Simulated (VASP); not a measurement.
# How smearing and k-mesh change a VASP run on Rhodium, part 2 of 3

Aim: find what the smearing and k-mesh change for Rhodium, and what they cost. The series runs use LDA. The start is a cell from a database of measured crystal structures.

VASP 6.6.1; LDA; plane waves and PAW (Rh_pv).

Still holding for the runs below: This run has no spin polarisation. Its electron count is odd, so without a moment it is a metal by construction.

So far. Step 7 (Smearing: ISMEAR = 2, SIGMA = 0.01): Against the first of the series the energy at zero width moves by +0.16 meV an atom while the pressure stays within 0.01 GPa, after 12 cycles in 3.4 s. The entropy term T·S comes to 0.06 meV an atom in size.

The database entry behind the starting cell differs from later determinations by our own check (an axis about 0.2 % short against later determinations), so it need not match the best structure at ambient conditions.

**8. Smearing: ISMEAR = 2, SIGMA = 0.05**

The input, INCAR:

```
SYSTEM = Rh
PREC = Accurate
ENCUT = 400
EDIFF = 1E-06
NELM = 100
ISMEAR = 2
SIGMA = 0.05
LREAL = .FALSE.
ALGO = Normal
GGA = CA
NBANDS = 13
LASPH = .TRUE.
LORBIT = 11
LWAVE = .FALSE.
LCHARG = .FALSE.
KPAR = 2
ISIF = 2
```

The input, POSCAR:

```
Rh
1.0
    0.0000000000      1.8978500000      1.8978500000
    1.8978500000      0.0000000000      1.8978500000
    1.8978500000      1.8978500000      0.0000000000
Rh
1
Direct
    0.0000000000      0.0000000000      0.0000000000
```

The input, KPOINTS:

```
Automatic mesh
0
Gamma
10 10 10
0 0 0
```

The projector-augmented-wave data sets are Rh_pv (PBE family, release 64).

Run with:

```sh
$ mpirun -np 2 vasp_std
```

Output:

```text
[... set-up lines as in an earlier step ...]
 entering main loop
       N       E                     dE             d eps       ncg     rms          rms(c)
DAV:   1     0.978402547034E+02    0.97840E+02   -0.77267E+03  1235   0.103E+03
DAV:   2    -0.825527798865E+01   -0.10610E+03   -0.10181E+03  1327   0.313E+02
DAV:   3    -0.944340378234E+01   -0.11881E+01   -0.11863E+01  1462   0.376E+01
DAV:   4    -0.944916315954E+01   -0.57594E-02   -0.57590E-02  1387   0.265E+00
[...]
DAV:  10    -0.871691130920E+01   -0.49753E-05   -0.58263E-06  1407   0.293E-02    0.812E-03
DAV:  11    -0.871691343232E+01   -0.21231E-05   -0.53481E-07  1124   0.568E-03    0.801E-04
DAV:  12    -0.871691343025E+01    0.20768E-08   -0.99963E-09   816   0.111E-03
   1 F= -.87169134E+01 E0= -.87169428E+01  d E =0.117642E-03
```

It took 3.4 s on 2 MPI ranks of Intel Xeon Platinum 8488C (Sapphire Rapids), shared host; peak memory 0.2 GiB.

From OUTCAR (step 8):

```text
  Total       -0.8571558     -0.8571558     -0.8571558      0.0000000      0.0000000      0.0000000
  in kB     -100.4511016   -100.4511016   -100.4511016      0.0000000      0.0000000      0.0000000
  external PRESSURE =    -100.4511016 kB  Pullay stress =       0.0000000 kB

  FREE ENERGIE OF THE ION-ELECTRON SYSTEM (eV)
  ---------------------------------------------------
  free  energy   TOTEN  =        -8.7169134302 eV

  energy  without entropy=       -8.7170310722  energy(sigma->0) =       -8.71694284

[... 3 parts as in an earlier step ...]

[... 1 further part left out ...]
[key lines of the parts left out:]
E-fermi :  11.7552
```

Against the run before the energy at zero width moves by -0.25 meV an atom and the pressure by -0.01 GPa, after 12 cycles in 3.4 s. The entropy term T·S comes to 0.12 meV an atom in size.

**9. Smearing: ISMEAR = 2, SIGMA = 0.1**

Edit INCAR of step 8 so:

```diff
@@ -6,3 +6,3 @@
 ISMEAR = 2
-SIGMA = 0.05
+SIGMA = 0.1
 LREAL = .FALSE.
```

POSCAR is that of step 8.

KPOINTS is that of step 8.

Run with:

```sh
$ mpirun -np 2 vasp_std
```

Output:

```text
[... set-up lines as in an earlier step ...]
 entering main loop
       N       E                     dE             d eps       ncg     rms          rms(c)
DAV:   1     0.978401088541E+02    0.97840E+02   -0.77267E+03  1235   0.103E+03
DAV:   2    -0.825535642563E+01   -0.10610E+03   -0.10181E+03  1327   0.313E+02
DAV:   3    -0.944372765129E+01   -0.11884E+01   -0.11865E+01  1462   0.376E+01
DAV:   4    -0.944948708624E+01   -0.57594E-02   -0.57591E-02  1387   0.265E+00
[...]
DAV:  10    -0.871680543830E+01   -0.41575E-05   -0.61380E-06  1407   0.302E-02    0.936E-03
DAV:  11    -0.871680779841E+01   -0.23601E-05   -0.54703E-07  1114   0.665E-03    0.674E-04
DAV:  12    -0.871680779435E+01    0.40568E-08   -0.15259E-08   836   0.142E-03
   1 F= -.87168078E+01 E0= -.87168432E+01  d E =0.141819E-03
```

Wall time 3.2 s (2 MPI ranks); peak memory 0.21 GiB.

Parts of OUTCAR (step 9):

```text
  Total       -0.8571714     -0.8571714     -0.8571714      0.0000000      0.0000000      0.0000000
  in kB     -100.4529287   -100.4529287   -100.4529287      0.0000000      0.0000000      0.0000000
  external PRESSURE =    -100.4529287 kB  Pullay stress =       0.0000000 kB

 POSITION                                       TOTAL-FORCE (eV/Angst)
 -----------------------------------------------------------------------------------
      0.00000      0.00000      0.00000         0.000000      0.000000      0.000000
 -----------------------------------------------------------------------------------
    total drift:                                0.000000     -0.000000      0.000000

  FREE ENERGIE OF THE ION-ELECTRON SYSTEM (eV)
  ---------------------------------------------------
  free  energy   TOTEN  =        -8.7168077944 eV

  energy  without entropy=       -8.7169496131  energy(sigma->0) =       -8.71684325

[... 2 parts as in an earlier step ...]

[... 1 further part left out ...]
[key lines of the parts left out:]
E-fermi :  11.7633
```

Against the run before the energy at zero width moves by +0.10 meV an atom while the pressure stays within 0.01 GPa, after 12 cycles in 3.2 s. The entropy term T·S comes to 0.14 meV an atom in size.

**10. Smearing: ISMEAR = 2, SIGMA = 0.2**

Edit INCAR of step 9 so:

```diff
@@ -6,3 +6,3 @@
 ISMEAR = 2
-SIGMA = 0.1
+SIGMA = 0.2
 LREAL = .FALSE.
```

POSCAR is that of step 9.

KPOINTS is that of step 9.

Run with:

```sh
$ mpirun -np 2 vasp_std
```

Output:

```text
[... set-up lines as in an earlier step ...]
 entering main loop
       N       E                     dE             d eps       ncg     rms          rms(c)
DAV:   1     0.978401107786E+02    0.97840E+02   -0.77267E+03  1235   0.103E+03
DAV:   2    -0.825626786530E+01   -0.10610E+03   -0.10182E+03  1327   0.313E+02
DAV:   3    -0.944375909670E+01   -0.11875E+01   -0.11856E+01  1462   0.376E+01
DAV:   4    -0.944951522566E+01   -0.57561E-02   -0.57557E-02  1387   0.265E+00
[...]
DAV:  10    -0.871688285876E+01   -0.41868E-05   -0.64511E-06  1407   0.311E-02    0.910E-03
DAV:  11    -0.871688520008E+01   -0.23413E-05   -0.54258E-07  1114   0.602E-03    0.646E-04
DAV:  12    -0.871688519524E+01    0.48444E-08   -0.14500E-08   826   0.140E-03
   1 F= -.87168852E+01 E0= -.87166986E+01  d E =-.746343E-03
```

Elapsed: 3 s, on 2 MPI ranks; peak memory 0.21 GiB.

Parts of OUTCAR (step 10):

```text
  Total       -0.8558253     -0.8558253     -0.8558253     -0.0000000     -0.0000000      0.0000000
  in kB     -100.2951750   -100.2951750   -100.2951750     -0.0000000     -0.0000000      0.0000000
  external PRESSURE =    -100.2951750 kB  Pullay stress =       0.0000000 kB

  FREE ENERGIE OF THE ION-ELECTRON SYSTEM (eV)
  ---------------------------------------------------
  free  energy   TOTEN  =        -8.7168851952 eV

  energy  without entropy=       -8.7161388524  energy(sigma->0) =       -8.71669861

[... 3 parts as in an earlier step ...]

[... 1 further part left out ...]
[key lines of the parts left out:]
E-fermi :  11.7576
```

Against the run before the energy at zero width moves by +0.14 meV an atom and the pressure by +0.02 GPa, after 12 cycles in 3 s. The entropy term T·S comes to 0.75 meV an atom in size.

**11. Smearing: ISMEAR = 2, SIGMA = 0.5**

Edit INCAR of step 10 so:

```diff
@@ -6,3 +6,3 @@
 ISMEAR = 2
-SIGMA = 0.2
+SIGMA = 0.5
 LREAL = .FALSE.
```

POSCAR is that of step 10.

KPOINTS is that of step 10.

Run with:

```sh
$ mpirun -np 2 vasp_std
```

Output:

```text
[... set-up lines as in an earlier step ...]
 entering main loop
       N       E                     dE             d eps       ncg     rms          rms(c)
DAV:   1     0.978466590195E+02    0.97847E+02   -0.77267E+03  1235   0.103E+03
DAV:   2    -0.826012505915E+01   -0.10611E+03   -0.10180E+03  1327   0.313E+02
DAV:   3    -0.944621013254E+01   -0.11861E+01   -0.11842E+01  1462   0.375E+01
DAV:   4    -0.945195400224E+01   -0.57439E-02   -0.57435E-02  1387   0.265E+00
[...]
DAV:  10    -0.871912975994E+01   -0.43653E-05   -0.62624E-06  1407   0.307E-02    0.852E-03
DAV:  11    -0.871913196383E+01   -0.22039E-05   -0.50622E-07  1129   0.588E-03    0.758E-04
DAV:  12    -0.871913196146E+01    0.23729E-08   -0.12209E-08   826   0.127E-03
   1 F= -.87191320E+01 E0= -.87182926E+01  d E =-.335763E-02
```

Wall time 3.2 s (2 MPI ranks); peak memory 0.2 GiB.

Parts of OUTCAR (step 11):

```text
  Total       -0.8583779     -0.8583779     -0.8583779      0.0000000      0.0000000      0.0000000
  in kB     -100.5943167   -100.5943167   -100.5943167      0.0000000      0.0000000      0.0000000
  external PRESSURE =    -100.5943167 kB  Pullay stress =       0.0000000 kB

 POSITION                                       TOTAL-FORCE (eV/Angst)
 -----------------------------------------------------------------------------------
      0.00000      0.00000      0.00000         0.000000      0.000000     -0.000000
 -----------------------------------------------------------------------------------
    total drift:                                0.000000     -0.000000     -0.000000

  FREE ENERGIE OF THE ION-ELECTRON SYSTEM (eV)
  ---------------------------------------------------
  free  energy   TOTEN  =        -8.7191319615 eV

  energy  without entropy=       -8.7157743283  energy(sigma->0) =       -8.71829255

[... 2 parts as in an earlier step ...]

[... 1 further part left out ...]
[key lines of the parts left out:]
E-fermi :  11.7443
```

Against the run before the energy at zero width moves by -1.59 meV an atom and the pressure by -0.03 GPa, after 12 cycles in 3.2 s. The entropy term T·S comes to 3.36 meV an atom in size.

**12. Smearing: ISMEAR = -5**

Edit INCAR of step 11 so:

```diff
@@ -5,4 +5,4 @@
 NELM = 100
-ISMEAR = 2
-SIGMA = 0.5
+ISMEAR = -5
+SIGMA = 0.05
 LREAL = .FALSE.
```

POSCAR is that of step 11.

KPOINTS is that of step 11.

Run with:

```sh
$ mpirun -np 2 vasp_std
```

Output:

```text
[... set-up lines as in an earlier step ...]
 entering main loop
       N       E                     dE             d eps       ncg     rms          rms(c)
DAV:   1     0.977837727307E+02    0.97784E+02   -0.77267E+03  1235   0.103E+03
DAV:   2    -0.825983142469E+01   -0.10604E+03   -0.10186E+03  1327   0.313E+02
DAV:   3    -0.944656427704E+01   -0.11867E+01   -0.11848E+01  1462   0.375E+01
DAV:   4    -0.945232333673E+01   -0.57591E-02   -0.57508E-02  1387   0.265E+00
[...]
DAV:  10    -0.872113134956E+01   -0.23858E-04   -0.27387E-05  1402   0.602E-02    0.165E-02
DAV:  11    -0.872111986508E+01    0.11484E-04   -0.13196E-05  1407   0.490E-02    0.106E-03
DAV:  12    -0.872111947595E+01    0.38913E-06   -0.68261E-08   879   0.332E-03
   1 F= -.87211195E+01 E0= -.87211195E+01  d E =0.000000E+00
 -----------------------------------------------------------------------------
|                                                                             |
|           W    W    AA    RRRRR   N    N  II  N    N   GGGG   !!!           |
|           W    W   A  A   R    R  NN   N  II  NN   N  G    G  !!!           |
|           W    W  A    A  R    R  N N  N  II  N N  N  G       !!!           |
|           W WW W  AAAAAA  RRRRR   N  N N  II  N  N N  G  GGG   !            |
|           WW  WW  A    A  R   R   N   NN  II  N   NN  G    G                |
|           W    W  A    A  R    R  N    N  II  N    N   GGGG   !!!           |
|                                                                             |
|     Tetrahedron method does not include variations of the Fermi             |
|     occupations, so forces and stress will be inaccurate. We suggest        |
|     using a different smearing scheme ISMEAR = 1 or 2 for metals in         |
|     relaxations.                                                            |
|                                                                             |
 -----------------------------------------------------------------------------
```

It took 3.2 s on 2 MPI ranks; peak memory 0.21 GiB; 3.8 s of CPU time.

Parts of OUTCAR (step 12):

```text
  Total       -0.8604097     -0.8604097     -0.8604097     -0.0000000     -0.0000000      0.0000000
  in kB     -100.8324264   -100.8324264   -100.8324264     -0.0000000     -0.0000000      0.0000000
  external PRESSURE =    -100.8324264 kB  Pullay stress =       0.0000000 kB

 POSITION                                       TOTAL-FORCE (eV/Angst)
 -----------------------------------------------------------------------------------
      0.00000      0.00000      0.00000         0.000000      0.000000     -0.000000
 -----------------------------------------------------------------------------------
    total drift:                                0.000000     -0.000000      0.000000

  FREE ENERGIE OF THE ION-ELECTRON SYSTEM (eV)
  ---------------------------------------------------
  free  energy   TOTEN  =        -8.7211194760 eV

  energy  without entropy=       -8.7211194760  energy(sigma->0) =       -8.72111948

[... 2 parts as in an earlier step ...]

[... 1 further part left out ...]
[key lines of the parts left out:]
E-fermi :  11.7192
```

With tetrahedra the forces and stress of a metal are not exact derivatives of the energy.

Against the first of the series the energy at zero width moves by -4.27 meV an atom and the pressure by -0.05 GPa, after 12 cycles in 3.2 s.

**13. The smearing series as a table**

This step: convergence of LDA results with the smearing; plane waves and PAW (VASP 6.6.1).

Derived from the runs above.

One cell and one 10×10×10 mesh. Free energy against width, by row:

| Fermi-Dirac width σ (eV) | free energy less that at the narrowest width (meV/atom) |
| --- | --- |
| 0.01 | 0 |
| 0.05 | -5.99 |
| 0.1 | -23.6 |
| 0.2 | -88.97 |
| 0.5 | -522.8 |

Differences are taken from the run with ISMEAR = -1, SIGMA = 0.01. Results of the series, by row:

| setting | status | energy less the reference (meV/atom) | pressure (GPa) | SCF cycles | wall time (s) |
| --- | --- | --- | --- | --- | --- |
| ISMEAR = -1, SIGMA = 0.01 | converged | 0 | -10.04 | 12 | 3 |
| ISMEAR = -1, SIGMA = 0.05 | converged | -0.117 | -9.928 | 12 | 3.4 |
| ISMEAR = -1, SIGMA = 0.1 | converged | -1.171 | -9.625 | 12 | 3.2 |
| ISMEAR = -1, SIGMA = 0.2 | converged | -3.435 | -8.404 | 12 | 3.2 |
| ISMEAR = -1, SIGMA = 0.5 | converged | -29.28 | -1.053 | 12 | 3.2 |
| ISMEAR = 2, SIGMA = 0.01 | converged | 0.1568 | -10.04 | 12 | 3.4 |
| ISMEAR = 2, SIGMA = 0.05 | converged | -0.08928 | -10.05 | 12 | 3.4 |
| ISMEAR = 2, SIGMA = 0.1 | converged | 0.01031 | -10.05 | 12 | 3.2 |
| ISMEAR = 2, SIGMA = 0.2 | converged | 0.155 | -10.03 | 12 | 3 |
| ISMEAR = 2, SIGMA = 0.5 | converged | -1.439 | -10.06 | 12 | 3.2 |
| ISMEAR = -5 | converged | -4.266 | -10.08 | 12 | 3.2 |

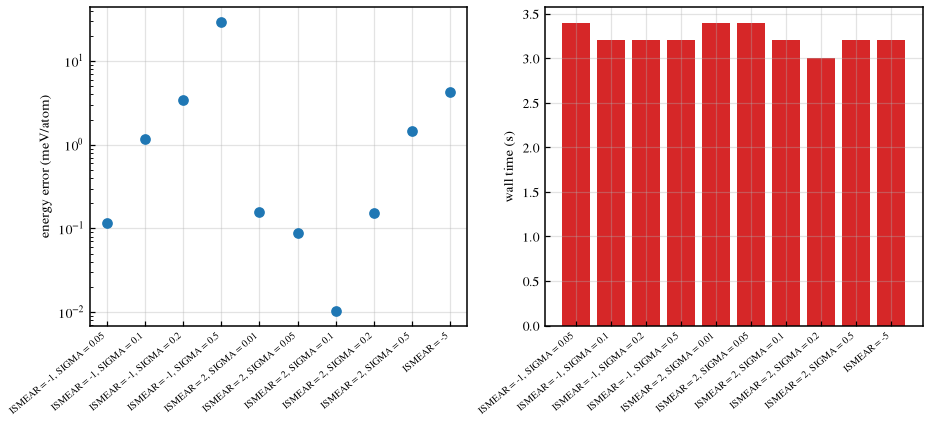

The energy error in size, against the reference run (errors under 0.01 are drawn at 0.01), and the wall time by setting.

**14. K-mesh: 3 3 3**

This step: LDA; plane waves and PAW (Rh_pv) (VASP 6.6.1).

The sum over the zone converges with the mesh, fast for insulators and slowly for metals.

Edit INCAR of step 12 so:

```diff
@@ -5,3 +5,3 @@
 NELM = 100
-ISMEAR = -5
+ISMEAR = -1
 SIGMA = 0.05
```

POSCAR is that of step 12.

The input, KPOINTS:

```
Automatic mesh
0
Gamma
3 3 3
0 0 0
```

Run with:

```sh
$ mpirun -np 2 vasp_std
```

Output:

```text
[... set-up lines as in an earlier step ...]
 entering main loop
       N       E                     dE             d eps       ncg     rms          rms(c)
DAV:   1     0.992036797756E+02    0.99204E+02   -0.78177E+03   104   0.105E+03
DAV:   2    -0.707482528088E+01   -0.10628E+03   -0.10256E+03   114   0.319E+02
DAV:   3    -0.826081996401E+01   -0.11860E+01   -0.11837E+01   124   0.373E+01
DAV:   4    -0.826696488647E+01   -0.61449E-02   -0.61438E-02   124   0.274E+00
DAV:   5    -0.826704974416E+01   -0.84858E-04   -0.84857E-04   124   0.285E-01    0.129E+01
DAV:   6    -0.736574121451E+01    0.90131E+00   -0.12899E+00   124   0.175E+01    0.432E+00
DAV:   7    -0.731197429665E+01    0.53767E-01   -0.15210E-01   119   0.409E+00    0.207E+00
DAV:   8    -0.730510068595E+01    0.68736E-02   -0.12696E-02   124   0.155E+00    0.133E+00
DAV:   9    -0.730066439494E+01    0.44363E-02   -0.22183E-03   114   0.656E-01    0.134E-01
DAV:  10    -0.730058607152E+01    0.78323E-04   -0.69821E-05   139   0.111E-01    0.851E-02
DAV:  11    -0.730057736114E+01    0.87104E-05   -0.17667E-05   129   0.553E-02    0.265E-02
DAV:  12    -0.730057270380E+01    0.46573E-05   -0.64427E-06   119   0.339E-02    0.359E-03
DAV:  13    -0.730057269145E+01    0.12348E-07   -0.75523E-08    82   0.331E-03
   1 F= -.73005727E+01 E0= -.72680583E+01  d E =-.650288E-01
```

The job ended after 2.4 s (2 MPI ranks; peak memory 0.2 GiB; 1.4 s of CPU time).

Parts of OUTCAR (step 14):

```text
   k-points           NKPTS =      4   k-points in BZ     NKDIM =      4   number of bands    NBANDS=     13

   NELECT =      15.0000    total number of electrons

 E-fermi :  11.2628

 k-point     1 :       0.0000    0.0000    0.0000
  band No.  band energies     occupation
    ...
      5       8.4206      2.00000
      6       8.4206      2.00000
      7       8.4206      2.00000
      8      10.5059      2.00000
      9      10.5059      2.00000
     10      27.7141      0.00000
     11      31.2998      0.00000
     12      33.1325      0.00000
     13      33.1325      0.00000

  Total        1.2834755      1.2834755      1.2834755     -0.0000000     -0.0000000      0.0000000
  in kB      150.4120051    150.4120051    150.4120051     -0.0000000     -0.0000000      0.0000000
  external PRESSURE =     150.4120051 kB  Pullay stress =       0.0000000 kB

 POSITION                                       TOTAL-FORCE (eV/Angst)
 -----------------------------------------------------------------------------------
      0.00000      0.00000      0.00000         0.000000     -0.000000      0.000000
 -----------------------------------------------------------------------------------
    total drift:                                0.000000      0.000000      0.000000

  FREE ENERGIE OF THE ION-ELECTRON SYSTEM (eV)
  ---------------------------------------------------
  free  energy   TOTEN  =        -7.3005726915 eV

  energy  without entropy=       -7.2355438962  energy(sigma->0) =       -7.26805829

[... 6 parts as in an earlier step ...]

[... 8 further parts left out ...]
```

Numbers from this step:

```yaml
electronic_steps: 13
irreducible_k_points: 4
free_energy_toten: -7.301 eV
energy_at_zero_smearing: -7.268 eV
fermi_energy: 11.26 eV
pressure: 15.04 GPa
```

The series starts at -7.2681 eV an atom and 15.04 GPa, after 13 cycles in 2.4 s.

**15. K-mesh: 4 4 4**

INCAR is that of step 14.

POSCAR is that of step 14.

The input, KPOINTS:

```
Automatic mesh
0
Gamma
4 4 4
0 0 0
```

Run with:

```sh
$ mpirun -np 2 vasp_std
```

Output:

```text
[... set-up lines as in an earlier step ...]
 entering main loop
       N       E                     dE             d eps       ncg     rms          rms(c)
DAV:   1     0.947083362512E+02    0.94708E+02   -0.76661E+03   208   0.102E+03
DAV:   2    -0.872994970828E+01   -0.10344E+03   -0.98360E+02   218   0.306E+02
DAV:   3    -0.985135173444E+01   -0.11214E+01   -0.11206E+01   268   0.367E+01
DAV:   4    -0.985603622647E+01   -0.46845E-02   -0.46843E-02   238   0.238E+00
[...]
DAV:  10    -0.915409805857E+01    0.11208E-04   -0.92787E-05   248   0.135E-01    0.157E-02
DAV:  11    -0.915409536710E+01    0.26915E-05   -0.70274E-06   238   0.365E-02    0.101E-03
DAV:  12    -0.915409535669E+01    0.10411E-07   -0.35451E-08   129   0.238E-03
   1 F= -.91540954E+01 E0= -.91540645E+01  d E =-.617514E-04
```

Wall time 2.2 s (2 MPI ranks); peak memory 0.2 GiB; 1.5 s of CPU time.

From OUTCAR (step 15):

```text
  Total       -1.4524060     -1.4524060     -1.4524060      0.0000000     -0.0000000     -0.0000000
  in kB     -170.2091777   -170.2091777   -170.2091777      0.0000000     -0.0000000     -0.0000000
  external PRESSURE =    -170.2091777 kB  Pullay stress =       0.0000000 kB

  FREE ENERGIE OF THE ION-ELECTRON SYSTEM (eV)
  ---------------------------------------------------
  free  energy   TOTEN  =        -9.1540953567 eV

  energy  without entropy=       -9.1540336053  energy(sigma->0) =       -9.15406448

[... 2 parts as in an earlier step ...]

[... 2 further parts left out ...]
[key lines of the parts left out:]
E-fermi :  11.9145
```

Against the run before the energy moves by -1886.01 meV an atom and the pressure by -32.06 GPa, after 12 cycles in 2.2 s.

(Part 2 of 3 ends here.)

[Lines on the potential files, build, host, timing and source positions are cut from VASP's logs without a mark.]

[Logs are printed without paths, hosts, clocks, repeated set-up lines and the standing remarks that a program may print on its own settings, such as how far it seeks lower states.]

[Hosts, paths, dates, database ids (printed as entryN), source tags and the programs' standing remarks are cut or masked in the printed files.]

[A measured line is paired with the nearest computed mode of its activity, which favours agreement.]
